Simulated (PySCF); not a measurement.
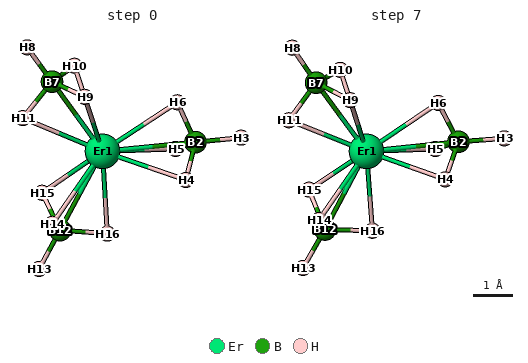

The structure of ErB₃H₁₂ before (left) and after (right) a relaxation, at one scale.

The picture is a ball-and-stick view, seen at a tilt.

Method: RKS PBE0, Er lcecp-1-SVP with ECP57, B def2-SVP, H def2-SVP; non-relativistic Hamiltonian with scalar-relativistic core potentials; density fitting (PySCF 2.14.0).

Input
```
mol = gto.M(atom='''
Er     0.00000     0.00000     0.00000
B      2.43895    -0.00000     0.00000
H      3.63893    -0.00000     0.00000
H      2.02302    -0.58938     1.02080
H      2.02302    -0.58938    -1.02080
H      2.02303     1.17879     0.00000
B     -1.21947     2.11219     0.00000
H     -1.81946     3.15140     0.00000
H     -0.50109     2.04667     1.02080
H     -0.50109     2.04667    -1.02080
H     -2.03238     1.16261     0.00000
B     -1.21947    -2.11219     0.00000
H     -1.81946    -3.15140     0.00000
H     -1.52193    -1.45729     1.02080
H     -1.52193    -1.45729    -1.02080
H      0.00934    -2.34139     0.00000''',
    basis={'Er': 'lcecp-1-SVP', 'B': 'def2-SVP', 'H': 'def2-SVP'},
    ecp={'Er': 'lcecp-1-SVP'},
    charge=0, spin=0)
mf = dft.RKS(mol, xc='PBE0')
mf.grids.atom_grid = (50, 194)  # f atoms: at least (60, 302), unpruned
mf = mf.density_fit()  # Er AutoAux, B def2-universal-JKFIT, H def2-universal-JKFIT
mf.conv_tol = 1e-08; mf.max_cycle = 55
mf.kernel(dm0)
# quasi-Newton relaxation in Cartesian coordinates to a largest gradient under 0.00045 Eh/bohr, steps kept in the point group
```

Command:
```bash
OMP_NUM_THREADS=4 python run.py
```

### What changed between the two?

Over 7 geometry steps the energy falls by 19.1 kJ/mol. The largest force component goes from 0.45 to 0.017 eV/Å. The largest moves after the best rigid fit, 0.12 Å, are those of H4, H5, H9, H10, H14 and H15. Largest moves by element: H 0.12 Å, B 0.03 Å. Er stays in place. Some distances before and after: Er1–H10 2.341 → 2.226 Å, Er1–H11 2.341 → 2.265 Å, Er1–B12 2.439 → 2.412 Å, B12–H14 1.250 → 1.261 Å. Bond angles that change, for instance: H4–B2–H5 109.5° → 104.6°, Er1–B2–H4 70.6° → 66.2°, H3–B2–H6 109.4° → 113.7°. Cost: 33 s on 4 threads of Arm Neoverse V2, with other jobs on the host, peak memory 1.9 GiB.
